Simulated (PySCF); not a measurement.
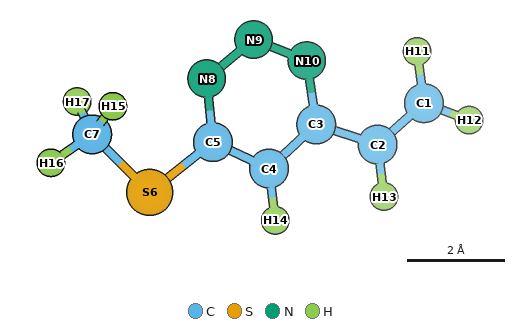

*The structure as given in the input (ball-and-stick view, seen at a tilt; atoms are numbered from 1 in the order of the input).*

Bond lengths as drawn: C–C 1.34 to 1.46 Å, C–H 1.09 to 1.10 Å, C–N 1.33 to 1.35 Å, C–S 1.74 to 1.80 Å and N–N 1.29 to 1.31 Å.

# Run report: C6H7N3S, NMR shielding calculation

System: C6H7N3S, SMILES C=Cc1cc(SC)nnn1.
Method: GIAO PBE0/pcSseg-1 NMR shielding, non-relativistic, gas phase (PySCF 2.14.0).

The geometry comes from this level: PBE0-D3(BJ)/def2-SVP. It belongs to a series of runs on one base structure; here: H replaced by vinyl. Figures and captions count atoms from 1; the log counts them from 0 in places.

## Output
```
coarse grid: 15672 points
cycle   1  E = -794.4390150029  dE =  1.680e+00  |g| = 4.524e-01  |ddm| = 4.256e+00
cycle   2  E = -794.4284518971  dE =  1.056e-02  |g| = 4.919e-01  |ddm| = 9.245e-01
cycle   3  E = -794.4802886562  dE = -5.184e-02  |g| = 1.332e-01  |ddm| = 5.527e-01
cycle   4  E = -794.4838841676  dE = -3.596e-03  |g| = 5.459e-02  |ddm| = 1.530e-01
cycle   5  E = -794.4845289763  dE = -6.448e-04  |g| = 1.655e-02  |ddm| = 6.545e-02
cycle   6  E = -794.4845824373  dE = -5.346e-05  |g| = 6.380e-03  |ddm| = 1.937e-02
cycle   7  E = -794.4845914506  dE = -9.013e-06  |g| = 1.397e-03  |ddm| = 6.489e-03
final grid: 149576 points
cycle   8  E = -794.5437811314  dE = -3.522e-05  |g| = 8.713e-03  |ddm| = 4.829e-02
cycle   9  E = -794.5437703487  dE =  1.078e-05  |g| = 1.073e-02  |ddm| = 1.998e-02
cycle  10  E = -794.5438001613  dE = -2.981e-05  |g| = 1.477e-03  |ddm| = 1.268e-02
cycle  11  E = -794.5438006997  dE = -5.384e-07  |g| = 4.359e-04  |ddm| = 1.759e-03
cycle  12  E = -794.5438007405  dE = -4.081e-08  |g| = 1.526e-04  |ddm| = 5.642e-04
cycle  13  E = -794.5438007449  dE = -4.376e-09  |g| = 7.030e-05  |ddm| = 2.051e-04
cycle  14  E = -794.5438007461  dE = -1.152e-09  |g| = 1.594e-05  |ddm| = 7.524e-05
cycle  15  E = -794.5438007461  dE = -5.184e-11  |g| = 3.720e-06  |ddm| = 1.753e-05
```

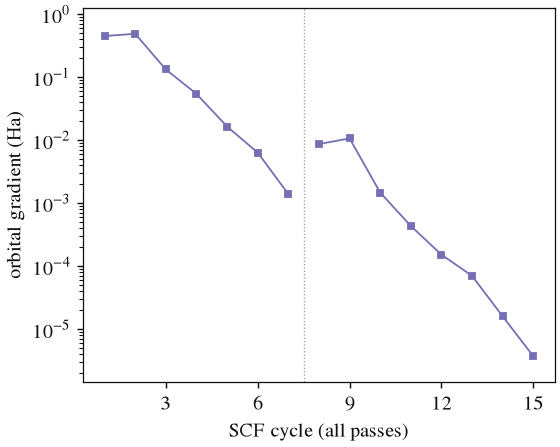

*Convergence of the self-consistent field: orbital gradient against the SCF cycle. The dotted line marks the change from a coarse to the final integration grid.*

The first 7 cycles use a coarse grid, the final grid takes over at cycle 8, and the field converges after 15 cycles in all.

```
converged SCF energy = -794.5438007461

GIAO shielding tensors (ppm)
atom      isotropic    diamagn.    paramagn.     s11        s22        s33       span
  0 C       47.215     251.586    -204.371    -74.467     42.545    173.567    248.033
  1 C       44.833     254.659    -209.826    -68.506     64.381    138.624    207.129
  2 C       32.521     254.106    -221.585    -80.251     18.117    159.698    239.949
  3 C       68.410     257.048    -188.638    -28.120     69.368    163.983    192.103
  4 C       14.061     258.137    -244.075    -83.972    -12.917    139.072    223.044
  5 S      468.586    1057.313    -588.727    285.718    393.335    726.704    440.986
  6 C      167.026     248.580     -81.553    159.335    163.263    178.480     19.146
  7 N     -146.849     329.225    -476.074   -433.251   -242.741    235.444    668.695
  8 N     -268.084     312.670    -580.754   -734.038   -258.090    187.875    921.913
  9 N     -147.226     328.693    -475.919   -460.843   -224.101    243.267    704.110
 10 H       23.219      30.232      -7.013     21.263     21.441     26.952      5.689
 11 H       25.008      25.552      -0.544     22.275     24.588     28.161      5.886
 12 H       24.771      30.569      -5.799     22.695     22.729     28.888      6.193
 13 H       24.696      33.417      -8.722     20.546     22.781     30.760     10.213
 14 H       28.248      29.471      -1.223     23.367     25.537     35.839     12.472
 15 H       29.260      26.158       3.102     24.308     26.697     36.774     12.466
 16 H       28.338      29.046      -0.708     23.433     25.545     36.038     12.605
```

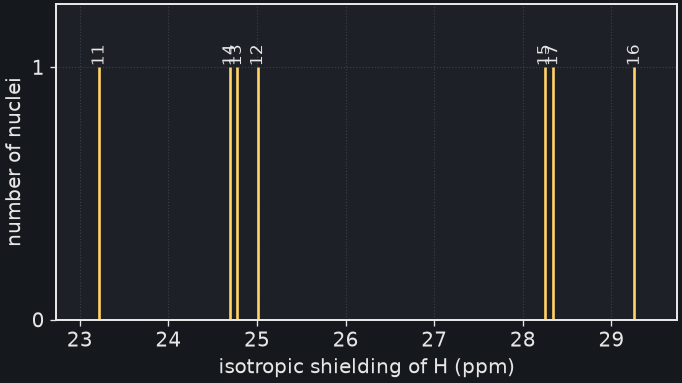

*Isotropic shieldings of the hydrogen nuclei in this fixed geometry, labelled by atom number; shielding grows to the right, so chemical shift grows to the left.*

The least shielded is H11 (23.2 ppm), the most shielded H16 (29.3 ppm).

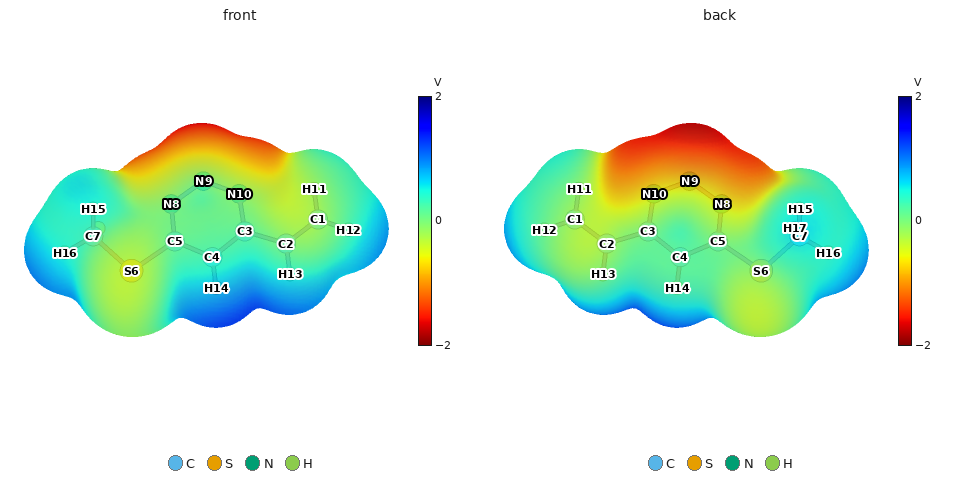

*The electrostatic potential painted on the density surface at 0.001 e/bohr³, seen at a tilt and from behind; the colour scale runs from red (negative) to blue (positive).*

Its dipole moment is 3.41 D.

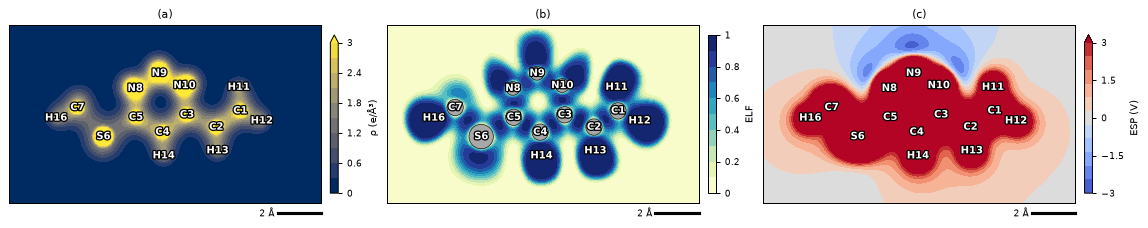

*(a) total electron density; (b) ELF; (c) electrostatic potential on the plane of atoms N8, N9 and N10. Grey discs, where drawn, cover atomic cores.*

Atoms in the plane: C, S, N and H. C–N (1.33 Å): ρ is about 2.5 e/Å³ halfway; the ELF peaks at about 0.90 between the atoms, which marks a covalent bond. C–C (1.34 Å): ρ at the midpoint is about 2.3 e/Å³; the ELF peaks at about 0.95 between the atoms (a double or triple bond).

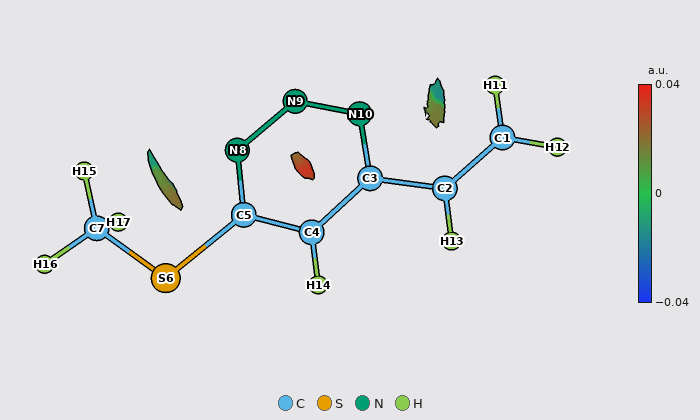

*Non-covalent interaction (NCI) plot: the surface where the reduced density gradient is 0.5, for densities under 0.05 a.u., coloured by sign(λ₂)ρ; seen at a tilt.*

The run was set up as follows.

## Input file
```
{"job": {"kind": "nmr", "xc": "PBE0", "basis": "pcSseg-1"}, "charge": 0, "multiplicity": 1}
C     -3.682104     0.300546    -0.494126
C     -2.613626    -0.499513    -0.414817
C     -1.272176    -0.019916    -0.073216
C     -0.185163    -0.875445     0.004971
C      1.029154    -0.272261     0.346714
S      2.474535    -1.238090     0.483726
C      3.690194     0.014423     0.929242
N      1.106752     1.040361     0.573048
N      0.033254     1.793326     0.475673
N     -1.122965     1.303065     0.167187
H     -3.580959     1.371423    -0.299928
H     -4.666477    -0.096237    -0.751510
H     -2.703134    -1.573451    -0.606322
H     -0.272340    -1.947515    -0.186746
H      3.747179     0.789679     0.155101
H      4.646939    -0.518937     1.007272
H      3.434187     0.480263     1.889095
```

The first line tells a small driver script what to run in PySCF; the rest is the geometry in Å.

Run as:
```bash
OMP_NUM_THREADS=1 python <driver script> task.json out
```

## Results in brief

- outcome: converged
- total energy: −794.543801 hartree
- HOMO: −7.17 eV
- LUMO: −2.09 eV
- dipole moment: 3.41 D
- isotropic shielding, C: 14.1 to 167.0 ppm
- isotropic shielding, S: 468.6 ppm
- isotropic shielding, N: −268.1 to −146.8 ppm
- isotropic shielding, H: 23.2 to 29.3 ppm
- hardware: 1 CPU thread, shared host
- wall time: 75 s
- peak memory: 1.1 GiB
